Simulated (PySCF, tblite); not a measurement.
# C₅H₈BClF₂: geometry, infrared bands and NMR shifts

What infrared bands and NMR shifts should C₅H₈BClF₂ (`FB(Cl)C[C@H]1C[C@@H](F)C1`) show?

Programs: tblite 0.8.0 and PySCF 2.14.0, with density-fitted response routines of our own. Each step states its level of theory. These are calculated values for one molecule in the gas phase, unless marked as measured. Atoms count from 0, in the outputs and in this text.

**1. The molecule as given**

17 atoms, charge 0, multiplicity 1; geometry from: force field or distance geometry start.

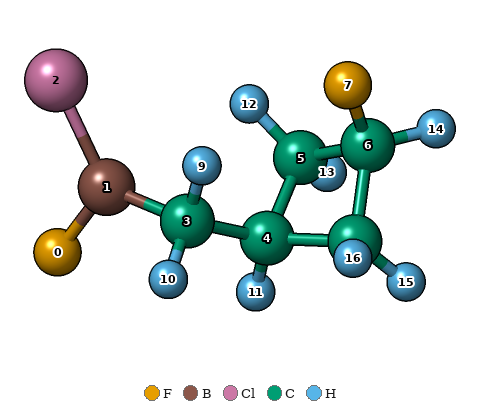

The starting geometry (fluorine amber, boron brown, chlorine pink, carbon teal, hydrogen blue), atoms numbered.

**2. Optimising the geometry with GFN2-xTB**

Job settings and geometry (Å):

```
{"job": {"kind": "relax", "xc": "GFN2-xTB", "basis": "xTB"}, "charge": 0, "multiplicity": 1}
F      3.197200    -1.029900     0.269300
B      2.348200     0.083900    -0.173800
Cl     3.077500     1.745900    -0.315100
C      0.980900    -0.263000    -0.903600
C     -0.062100    -0.706200     0.093600
C     -0.405200     0.337200     1.134200
C     -1.592100     0.717100     0.307700
F     -1.448400     1.809100    -0.520600
C     -1.493400    -0.635100    -0.360200
H      0.659900     0.691000    -1.372100
H      1.143700    -1.010000    -1.689300
H      0.220100    -1.647000     0.620900
H      0.375000     1.144700     1.158200
H     -0.634600    -0.083900     2.122600
H     -2.539900     0.877300     0.903000
H     -2.180200    -1.347900     0.155700
H     -1.653700    -0.671000    -1.440600
```

The run is started by

```bash
> OMP_NUM_THREADS=1 python probes_run.py task.json out
```

One launch serves the whole session: the jobs run in the order shown.

What it wrote:

```text
step      E/eV     max force
  0    -818.33609    3.450
  1    -818.82324    2.196
  2    -818.98528    1.722
  3    -819.05622    1.006
  4    -819.11570    0.424
  5    -819.12781    0.350
  6    -819.14935    0.299
  7    -819.15623    0.258
  8    -819.16421    0.216
  9    -819.16754    0.148
 10    -819.17013    0.120
 11    -819.17221    0.131
 12    -819.17478    0.179
 13    -819.17720    0.158
 14    -819.17920    0.126
 15    -819.18082    0.108
 16    -819.18230    0.095
 17    -819.18366    0.092
 18    -819.18488    0.090
 19    -819.18593    0.091
 20    -819.18689    0.080
 21    -819.18781    0.078
 22    -819.18870    0.064
 23    -819.18961    0.079
 24    -819.19058    0.079
 25    -819.19159    0.072
 26    -819.19276    0.085
 27    -819.19427    0.120
 28    -819.19627    0.159
 29    -819.19865    0.166
 30    -819.20120    0.127
 31    -819.20373    0.126
 32    -819.20612    0.120
 33    -819.20875    0.128
 34    -819.21190    0.112
 35    -819.21509    0.122
 36    -819.21764    0.134
 37    -819.22046    0.143
 38    -819.22352    0.123
 39    -819.21854    0.495
 40    -819.22783    0.123
 41    -819.22913    0.093
 42    -819.23121    0.098
 43    -819.23214    0.087
 44    -819.23396    0.104
 45    -819.23531    0.088
 46    -819.23619    0.111
 47    -819.23710    0.096
 48    -819.23789    0.088
 49    -819.23914    0.098
 50    -819.24009    0.098
 51    -819.24113    0.102
 52    -819.24206    0.105
 53    -819.24333    0.113
 54    -819.24138    0.241
 55    -819.24549    0.086
 56    -819.24657    0.072
 57    -819.24748    0.201
 58    -819.24855    0.046
 59    -819.24890    0.040
 60    -819.24939    0.085
 61    -819.24971    0.044
 62    -819.25006    0.030
 63    -819.25027    0.038
 64    -819.25053    0.048
 65    -819.25077    0.046
 66    -819.25107    0.045
 67    -819.25137    0.050
 68    -819.25170    0.041
 69    -819.25197    0.043
 70    -819.25220    0.044
 71    -819.25245    0.044
 72    -819.25274    0.041
 73    -819.25301    0.034
 74    -819.25322    0.034
 75    -819.25340    0.034
 76    -819.25364    0.050
 77    -819.25397    0.054
 78    -819.25434    0.042
 79    -819.25461    0.046
 80    -819.25479    0.041
 81    -819.25497    0.032
 82    -819.25518    0.035
 83    -819.25541    0.024
 84    -819.25558    0.034
 85    -819.25570    0.029
 86    -819.25580    0.028
 87    -819.25593    0.025
 88    -819.25609    0.025
 89    -819.25628    0.033
 90    -819.25647    0.034
 91    -819.25668    0.037
 92    -819.25692    0.037
 93    -819.25720    0.030
 94    -819.25745    0.031
 95    -819.25762    0.028
 96    -819.25771    0.027
 97    -819.25781    0.024
 98    -819.25794    0.030
 99    -819.25812    0.031
100    -819.25826    0.019
101    -819.25834    0.029
102    -819.25841    0.034
103    -819.25852    0.036
104    -819.25873    0.031
105    -819.25896    0.027
106    -819.25911    0.020
107    -819.25918    0.022
108    -819.25922    0.020
109    -819.25926    0.014
110    -819.25930    0.012
111    -819.25932    0.012
112    -819.25933    0.011
113    -819.25935    0.009
```

Wall time 1.4 s (1 thread of Arm Neoverse N1, shared host); peak memory 0.18 GiB.

Along the way: (not every step is listed)

```csv
step,energy from step 0 (eV),largest force (eV/Å)
0,0.0000,3.4498
1,-0.4872,2.1964
2,-0.6492,1.7216
3,-0.7201,1.0063
4,-0.7796,0.4237
5,-0.7917,0.3497
6,-0.8133,0.2994
7,-0.8201,0.2579
8,-0.8281,0.2159
18,-0.8488,0.0897
28,-0.8602,0.1587
38,-0.8874,0.1228
48,-0.9018,0.0884
58,-0.9125,0.0462
68,-0.9156,0.0410
78,-0.9182,0.0423
88,-0.9200,0.0246
98,-0.9218,0.0302
108,-0.9231,0.0201
109,-0.9232,0.0141
110,-0.9232,0.0122
111,-0.9232,0.0121
112,-0.9232,0.0107
113,-0.9233,0.0088
```

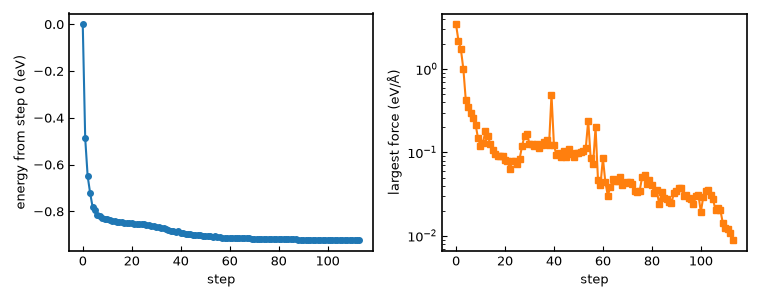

Energy and largest force along the relaxation.

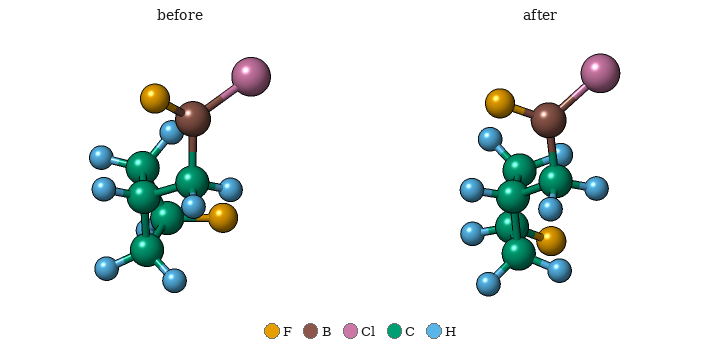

The geometry before (left) and after (right).

Distances of close pairs at the start and the end, largest changes first:

| bond | before (Å) | after (Å) | change (Å) |
| --- | --- | --- | --- |
| F0–B1 | 1.469 | 1.325 | -0.144 |
| B1–Cl2 | 1.820 | 1.710 | -0.110 |
| C4–C8 | 1.503 | 1.542 | +0.039 |
| C6–H14 | 1.131 | 1.093 | -0.038 |
| C5–C6 | 1.495 | 1.532 | +0.037 |
| C5–H12 | 1.123 | 1.088 | -0.035 |
| C8–H15 | 1.116 | 1.087 | -0.029 |
| C4–C5 | 1.513 | 1.541 | +0.028 |

The final coordinates are the input of the step that follows.

**3. Infrared spectrum with GFN2-xTB**

Job settings and geometry (Å):

```
{"job": {"kind": "ir", "xc": "GFN2-xTB", "basis": "xTB"}, "charge": 0, "multiplicity": 1}
F      2.884183    -1.158636     0.682429
B      2.539020    -0.201083    -0.165342
Cl     3.670057     1.062535    -0.385905
C      1.135526    -0.277124    -0.901635
C     -0.024426    -0.508875     0.072500
C     -0.413899     0.678653     0.973995
C     -1.881015     0.455145     0.593886
F     -2.545522     1.581161     0.172244
C     -1.444685    -0.493826    -0.527077
H      0.935870     0.618609    -1.490656
H      1.149257    -1.119909    -1.599899
H      0.160603    -1.412780     0.654042
H     -0.051945     1.630174     0.590003
H     -0.167712     0.599664     2.029433
H     -2.501536     0.002930     1.371712
H     -1.965529    -1.445928    -0.584817
H     -1.485245     0.001320    -1.494823
```

What it wrote:

```text
mode    cm-1     km/mol
  1       7.5      0.48
  2      43.3      1.90
  3      62.6      3.48
  4     109.8      0.32
  5     240.9      1.95
  6     296.7      1.44
  7     345.6      5.85
  8     387.2     12.97
  9     394.3      5.58
 10     415.3     19.11
 11     454.2      5.48
 12     624.2      7.46
 13     659.3     23.27
 14     823.7     18.03
 15     832.2      7.43
 16     861.9     19.25
 17     940.1     49.20
 18     961.1    157.83
 19     999.2      0.43
 20    1023.3     22.38
 21    1057.8     32.06
 22    1076.0     18.82
 23    1083.4     41.37
 24    1143.9     20.09
 25    1158.1     39.82
 26    1185.8     34.80
 27    1210.7      3.20
 28    1225.4    259.36
 29    1232.9     10.46
 30    1237.1      5.24
 31    1247.6      5.48
 32    1270.3     24.29
 33    1312.7     52.27
 34    1337.2     24.15
 35    1452.0      8.23
 36    1459.2      3.12
 37    1467.1      1.07
 38    2949.2     33.65
 39    2950.8     10.80
 40    2979.8     15.53
 41    3003.7     21.84
 42    3024.0      7.01
 43    3028.2     11.13
 44    3029.0     45.32
 45    3030.9     48.44
```

It took 1 s on 1 thread of Arm Neoverse N1, shared host; peak memory 0.18 GiB.

Which atoms move in the most intense modes:

```csv
cm⁻¹,km/mol,atoms
940,49.2,"C5 25 %, C8 21 %, B1 13 %"
961,157.8,"B1 41 %, C3 12 %, H9 12 %"
1083,41.4,"C8 26 %, C4 20 %, C6 13 %"
1158,39.8,"C4 22 %, C6 17 %, H11 14 %, H14 12 %"
1225,259.4,"B1 64 %, F0 21 %"
1313,52.3,"H14 51 %, C6 23 %"
3029,45.3,"H12 55 %, H13 17 %, H15 15 %"
3031,48.4,"H13 49 %, H16 39 %"
```

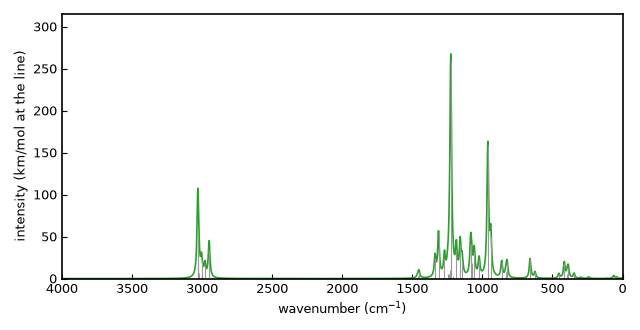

The infrared spectrum from these modes, unscaled. Lines are broadened to a width of 14 cm⁻¹ (Lorentzian).

**4. NMR shieldings: PBE0/pcSseg-1**

The job, as its differences from that of step 3:

```diff
@@ -1,2 +1,2 @@
-{"job": {"kind": "ir", "xc": "GFN2-xTB", "basis": "xTB"}, "charge": 0, "multiplicity": 1}
+{"job": {"kind": "nmr", "xc": "PBE0", "basis": "pcSseg-1"}, "charge": 0, "multiplicity": 1}
 F      2.884183    -1.158636     0.682429
```

Level: GIAO PBE0/pcSseg-1 NMR shielding, non-relativistic, gas phase.

What it wrote:

```text
coarse grid: 15272 points
cycle   1  E = -879.3490127827  dE =  1.170e+00  |g| = 6.765e-01  |ddm| = 3.680e+00
cycle   2  E = -879.2993962686  dE =  4.962e-02  |g| = 9.212e-01  |ddm| = 1.032e+00
cycle   3  E = -879.4328212509  dE = -1.334e-01  |g| = 8.455e-02  |ddm| = 5.818e-01
cycle   4  E = -879.4340422157  dE = -1.221e-03  |g| = 3.426e-02  |ddm| = 8.260e-02
cycle   5  E = -879.4342670489  dE = -2.248e-04  |g| = 6.321e-03  |ddm| = 2.878e-02
cycle   6  E = -879.4342748241  dE = -7.775e-06  |g| = 2.161e-03  |ddm| = 7.641e-03
final grid: 145184 points
cycle   7  E = -879.4981678551  dE = -6.873e-05  |g| = 9.223e-03  |ddm| = 3.371e-02
cycle   8  E = -879.4981543392  dE =  1.352e-05  |g| = 1.206e-02  |ddm| = 1.817e-02
cycle   9  E = -879.4981886019  dE = -3.426e-05  |g| = 1.193e-03  |ddm| = 1.037e-02
cycle  10  E = -879.4981887942  dE = -1.923e-07  |g| = 3.604e-04  |ddm| = 1.055e-03
cycle  11  E = -879.4981888129  dE = -1.872e-08  |g| = 7.078e-05  |ddm| = 2.589e-04
cycle  12  E = -879.4981888138  dE = -8.872e-10  |g| = 2.396e-05  |ddm| = 7.996e-05
converged SCF energy = -879.4981888138

GIAO shielding tensors (ppm)
atom      isotropic    diamagn.    paramagn.     s11        s22        s33       span
  0 F      191.149     467.427    -276.278     10.658    150.495    412.294    401.636
  1 B       53.836     190.750    -136.914      9.152     71.949     80.408     71.256
  2 Cl     744.069    1147.075    -403.007    449.785    867.922    914.498    464.713
  3 C      151.008     251.485    -100.477    134.166    143.754    175.104     40.938
  4 C      164.250     249.858     -85.609    150.455    166.988    175.306     24.852
  5 C      147.339     250.525    -103.186    127.739    142.386    171.893     44.154
  6 C      101.555     248.064    -146.509     65.074     80.557    159.034     93.960
  7 F      353.419     470.378    -116.959    306.576    365.674    388.007     81.431
  8 C      144.981     250.409    -105.428    124.870    139.589    170.484     45.614
  9 H       30.363      32.123      -1.761     26.628     31.262     33.198      6.570
 10 H       30.130      30.063       0.067     26.459     28.696     35.237      8.778
 11 H       29.653      33.052      -3.399     25.027     29.786     34.147      9.121
 12 H       29.869      31.558      -1.689     26.519     30.422     32.666      6.147
 13 H       29.135      30.966      -1.831     25.558     27.824     34.023      8.465
 14 H       26.698      30.167      -3.469     22.426     27.759     29.910      7.484
 15 H       28.996      30.296      -1.300     25.679     26.744     34.565      8.887
 16 H       29.781      30.952      -1.171     26.940     29.049     33.354      6.414
```

Wall time 61 s (1 thread of Arm Neoverse N1, shared host); peak memory 0.82 GiB.

Shifts follow as δ = σ(reference) − σ, with reference shieldings (ppm) from runs at the same level and on the same kind of geometry: ¹H TMS 31.72, ¹³C TMS 186.9, ¹⁹F CFCl3 170.9, ¹¹B BF3·OEt2 100.1, ³⁵Cl HCl 950. The references are single molecules in the gas phase, so shifts against H2O, NH3, PH3, H3PO4 or CFCl3 are not on the usual liquid scales and can be off by tens of ppm. Atoms listed in one row are averaged.

| atoms | environment | σ (ppm) | δ (ppm) | δ scaled to CDCl3 |
| --- | --- | --- | --- | --- |
| C6 | sp3 CH bonded to F | 101.6 | 85.4 | 81.4 |
| C5, C8 | sp3 CH2 in a ring | 146.2 | 40.8 | 37.9 |
| C3 | sp3 CH2 bonded to B | 151.0 | 35.9 | 33.1 |
| C4 | sp3 CH in a ring | 164.2 | 22.7 | 20.2 |
| H14 | hydrogen on an sp3 CH bonded to F | 26.70 | 5.02 | 4.84 |
| H13, H15 | hydrogen on an sp3 CH2 in a ring | 29.07 | 2.65 | 2.61 |
| H11 | hydrogen on an sp3 CH in a ring | 29.65 | 2.06 | 2.05 |
| H12, H16 | hydrogen on an sp3 CH2 in a ring | 29.82 | 1.89 | 1.89 |
| H9, H10 | hydrogen on an sp3 CH2 bonded to B | 30.25 | 1.47 | 1.49 |
| F0 | fluorine bonded to B | 191.1 | -20.2 | – |
| F7 | fluorine on an sp3 carbon | 353.4 | -182.5 | – |
| B1 | boron bonded to C, Cl, F | 53.8 | 46.2 | – |
| Cl2 | chlorine bonded to B | 744 | 206 | – |

The scaled column applies a straight-line fit of computed shieldings to shifts measured in CDCl3, with any fitted terms for Cl, Br or S neighbours, and one for carbons that bear F (root-mean-square error 0.16 ppm for H, 1.9 ppm for C).

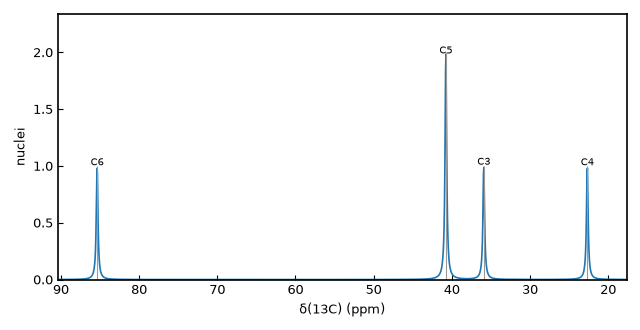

¹³C lines at the computed shifts, without couplings. Lines are broadened to a width of 0.25 ppm (Lorentzian).

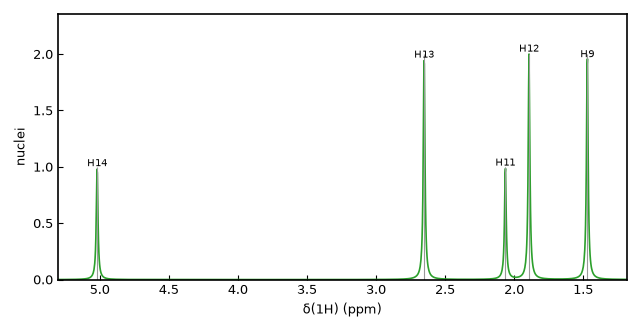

¹H lines at the computed shifts, without couplings. Lines are broadened to a width of 0.01 ppm (Lorentzian).

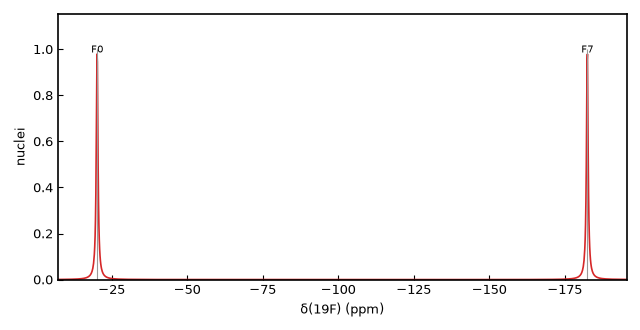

¹⁹F lines at the computed shifts, without couplings. Lines are broadened to a width of 0.65 ppm (Lorentzian).

Charges from the same density, by scheme (e):

```
 atoms  Mulliken    IAO  Hirshfeld  ESP fit
    F0     -0.27  -0.30      -0.13    -0.25
    B1      0.64   0.45       0.25     0.51
   Cl2     -0.20  -0.05      -0.06    -0.16
    C3     -0.35  -0.44      -0.15    -0.59
    C4     -0.42  -0.10      -0.02     0.48
C5, C8     -0.11  -0.30      -0.08    -0.52
    C6      0.15   0.19       0.07     0.48
    F7     -0.33  -0.33      -0.13    -0.30
```

IAO charges:

F0 -0.30; B1 0.45; Cl2 -0.05; C3 -0.44; C4 -0.10; C5 -0.30; C6 0.19; F7 -0.33; C8 -0.29; H9 0.15; H10 0.17; H11 0.14; H12 0.15; H13 0.14; H14 0.14; H15 0.14; H16 0.15

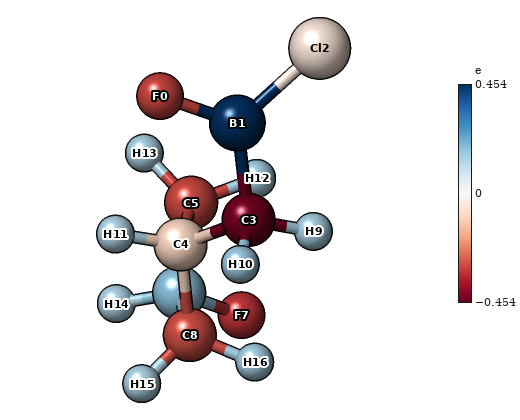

IAO charges, as colours on the atoms.

Mayer bond orders: F0–B1 1.14, B1–Cl2 1.15, B1–C3 0.98, C3–C4 1.00, C4–C5 0.99, C5–C6 1.03, C6–F7 0.88, C6–C8 1.03, C8–C4 1.00.

Ring of atoms C4, C5, C6, C8: NICS(0) -1.9, NICS(1) -1.6, NICS(1)zz 2.5 ppm (means of both faces; NICS(1) differs between them: -2.7 and -0.5).

The two faces differ (NICS(1)zz -0.8 and 5.7 ppm).

**5. Outcome**

```
                                                               quantity                             value
                              strongest single infrared mode (GFN2-xTB)             1225 cm⁻¹, 259 km/mol
                                           zero-point energy (GFN2-xTB)                     79.5 kcal/mol
¹³C shifts against TMS (PBE0/pcSseg-1, means over atoms taken as alike)        85.4, 40.8, 35.9, 22.7 ppm
 ¹H shifts against TMS (PBE0/pcSseg-1, means over atoms taken as alike)  5.02, 2.65, 2.06, 1.89, 1.47 ppm
                               ¹⁹F shifts against CFCl3 (PBE0/pcSseg-1)                 -20.2, -182.5 ppm
                            ¹¹B shifts against BF3·OEt2 (PBE0/pcSseg-1)                          46.2 ppm
                                ³⁵Cl shifts against HCl (PBE0/pcSseg-1)                           206 ppm
```

Over 113 steps the energy fell by 0.923 eV; of the close pairs, F0–B1 changed most, 1.469 to 1.325 Å. All 45 modes are real, so the xTB geometry is a minimum. The strongest single mode, at 1225 cm⁻¹, moves mainly B1. Unscaled tight-binding wavenumbers are off by several per cent, some by more. Its intensities can rank the bands wrongly. C6 (sp3 CH bonded to F) lies farthest downfield among carbon, at 85.4 ppm; deshielded by the electronegative neighbour. H14 (hydrogen on an sp3 CH bonded to F) lies farthest downfield among hydrogen, at 5.02 ppm; its carbon carries F, an electronegative neighbour. At PBE0/pcSseg-1: The widest tensor belongs to Cl2: span 465 ppm, with a paramagnetic part of -403 ppm.
